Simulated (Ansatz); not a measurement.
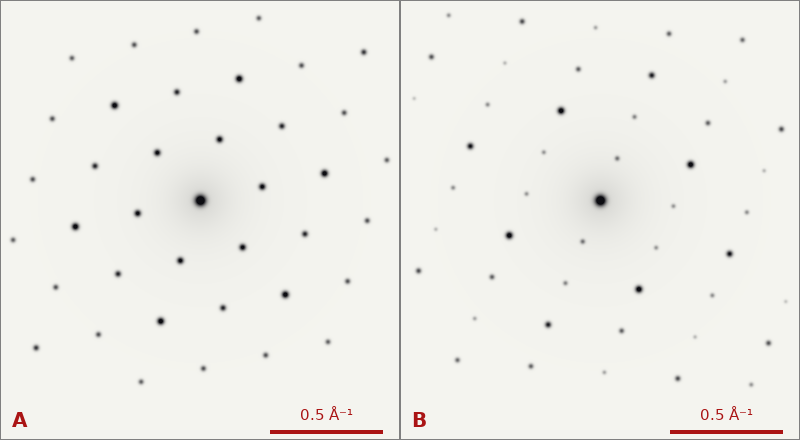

Kinematic electron diffraction patterns (200 kV, B = 0.5 Å², same scale, each along a low-index zone) of two structures of composition Mg3GePd, each relaxed at zero pressure with DFT PBE, scalar-relativistic, plane waves, PAW (Ansatz).

The structures (standard cells):
1. Pm-3m (No. 221), a = 4.933 Å, 5 atoms; generated start, possibly hypothetical
2. Amm2 (No. 38), a = 4.415 Å, b = 4.545 Å, c = 9.876 Å, 10 atoms; generated start, possibly hypothetical

### Which pattern belongs to which structure, and along which zone?

A is structure 1 along [111] or an equivalent direction: hexagonal net of -1 1 0 at d = 3.49 Å and -1 0 1 at d = 3.49 Å, 60.0° apart. B is structure 2 along [110] or an equivalent direction: centred rectangular net of 0 0 2 at d = 4.94 Å and 1 -1 1 at d = 3.02 Å, 72.2° apart.

### Which structure lies lowest at this level of theory, and by how much?

Structure 2 (Amm2, 19.81 Å³ an atom) is the lowest of these; structure 1 (Pm-3m, 24.02 Å³ an atom) lies about 370 meV an atom higher. These are static energies at 0 K; other structures, not shown, may lie lower still.
